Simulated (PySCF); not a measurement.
Hf⁻: atomic calculation

System: Hf⁻, configuration 1s2 2s2 2p6 3s2 3p6 3d10 4s2 4p6 4d10 4f14 5s2 5p6 5d3 6s2, multiplicity 4.
Method: unrestricted HF, aug-cc-pwCVTZ-PP with ECP60, scalar-relativistic core potential (PySCF).

**The program's output (extracts)**
```
damping factor = 0
level_shift factor = 0
DIIS = <class 'pyscf.scf.diis.CDIIS'>
diis_start_cycle = 1
diis_space = 10
diis_damp = 0
SCF conv_tol = 1e-09
SCF conv_tol_grad = None
number electrons alpha = 8  beta = 5
cycle= 1 E= -47.9101509824635  delta_E= -0.00369  |g|= 0.0199  |ddm|= 0.0373
cycle= 2 E= -47.9103192432937  delta_E= -0.000168  |g|= 0.00468  |ddm|= 0.00947
cycle= 3 E= -47.9103317017612  delta_E= -1.25e-05  |g|= 0.000536  |ddm|= 0.00861
cycle= 4 E= -47.910332752024  delta_E= -1.05e-06  |g|= 0.000341  |ddm|= 0.0062
cycle= 5 E= -47.910333485584  delta_E= -7.34e-07  |g|= 0.000149  |ddm|= 0.00982
cycle= 6 E= -47.9103338687775  delta_E= -3.83e-07  |g|= 8.04e-05  |ddm|= 0.0118
cycle= 7 E= -47.9103340260115  delta_E= -1.57e-07  |g|= 2.12e-05  |ddm|= 0.0125
cycle= 8 E= -47.9103340332847  delta_E= -7.27e-09  |g|= 2.43e-06  |ddm|= 0.00292
cycle= 9 E= -47.910334033327  delta_E= -4.23e-11  |g|= 4.21e-07  |ddm|= 0.000131
converged SCF energy = -47.910334033327  <S^2> = 4.0830929  2S+1 = 4.1632165
```

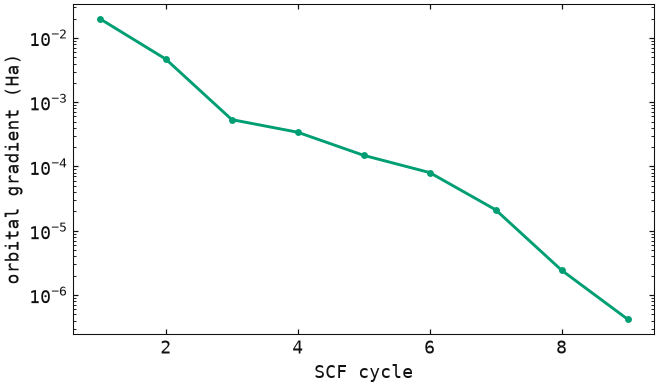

Figure 1. Convergence: orbital gradient against the SCF cycle. The residual falls at every step. It goes from 0.020 to 4.2×10⁻⁷ in 9 steps.

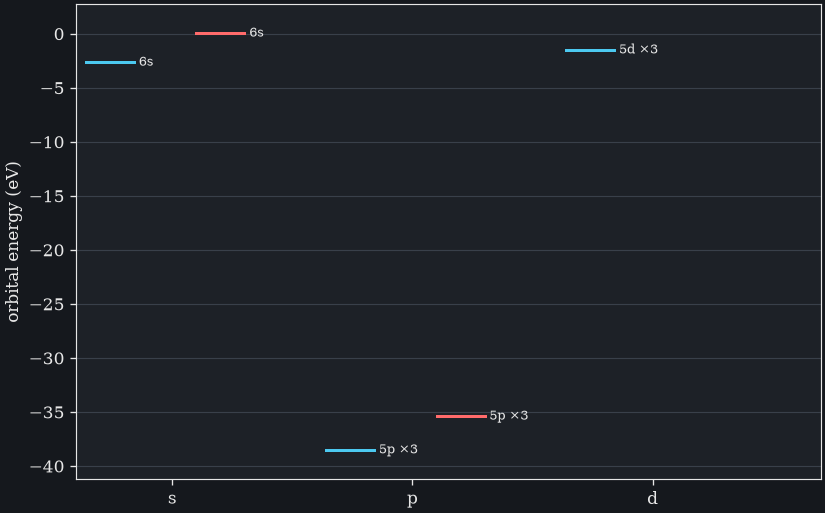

Figure 2. Orbital energies of the mean field, from the top down to −38.5 eV, by angular momentum, α spin at the left of each column and β at the right; ×n counts the orbitals under one label. The highest filled orbital is 6s β at 0.0382 eV, the lowest empty one p β at 2.51 eV. A filled level above zero isn't a property of the atom (see the remarks).

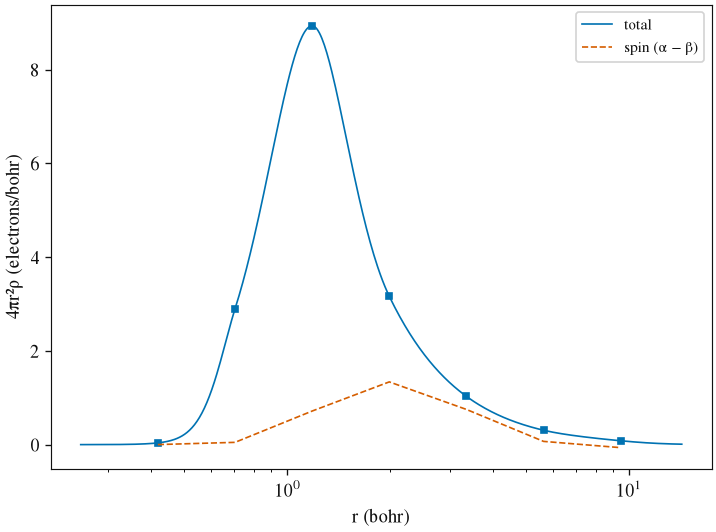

Figure 3. Spherically averaged radial density 4πr²ρ of the mean field (valence electrons alone, under a core potential) and its spin part; markers are the stored points, which are sparse, and the line is a monotone interpolation between them. The largest stored value is 8.93 electrons/bohr at r = 1.2 bohr. Root-mean-square radii of the shells: 5s 1.23, 5p 1.46, 5d 3.00, 6s 6.06 bohr. That of 6s is set by the basis, since the level lies above zero.

**Input file**
```python
from pyscf import gto, scf, dft, mp, cc
mol = gto.M(atom="Hf 0 0 0", charge=-1, spin=3, symmetry="D2h",
            basis="aug-cc-pwCVTZ-PP",
            ecp="aug-cc-pwCVTZ-PP")
mf = scf.UHF(mol)
mf.irrep_nelec = {'Ag': (2, 2), 'B1g': (1, 0), 'B2g': (1, 0), 'B3g': (1, 0), 'B1u': (1, 1), 'B2u': (1, 1), 'B3u': (1, 1)}
mf.kernel()
```

The script is an equivalent of what the driver set up; the driver started from orbitals of its own, so the log can be shorter than this script's would be, and it computed the properties (radii, ⟨L²⟩, response) afterwards. It held the occupations shell by shell, which the script's counts by irreducible representation don't always enforce.

**Key numbers**

```tsv
quantity	value
outcome	converged; a filled orbital lies above zero
total energy (valence electrons, under a core potential)	−47.910334 hartree
⟨S²⟩	4.083
⟨L²⟩	12.04
SCF iterations	9
hardware	1 CPU thread, shared host
CPU time	6.6 s (integrals apart)
```

**Remarks**

The highest filled orbital (6s, 0.0382 eV) lies above zero. Hartree–Fock in this basis doesn't bind the extra electron, and only the finite basis holds it.
